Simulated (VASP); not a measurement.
Shape and ions are relaxed at each volume.

Energy against volume of Ho (hcp). Level of theory: vdW-DF-cx, VASP's PBE PAW potentials (set 64) (plane waves; VASP).

The 4f electrons are frozen in the core of the lanthanide potential, so 4f levels, which can set the real gap, and their magnetism are missing.

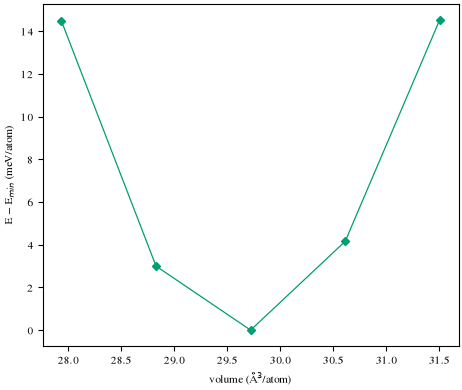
*Energy against volume*

Question: Estimate the equilibrium volume and the bulk modulus.

Answer: The minimum lies near 29.6 Å³/atom, and the curvature gives B0 of about 44 GPa.

Measured: bulk modulus 40.2 GPa (computed value off by +8.7 %), as given by Wikipedia, Holmium (infobox). The calculation is for a static lattice, while the measured bulk modulus holds thermal and zero-point effects, which are part of the difference.

The compound is Ho in the hcp structure. It was relaxed first, which changed the volume by -5 %.
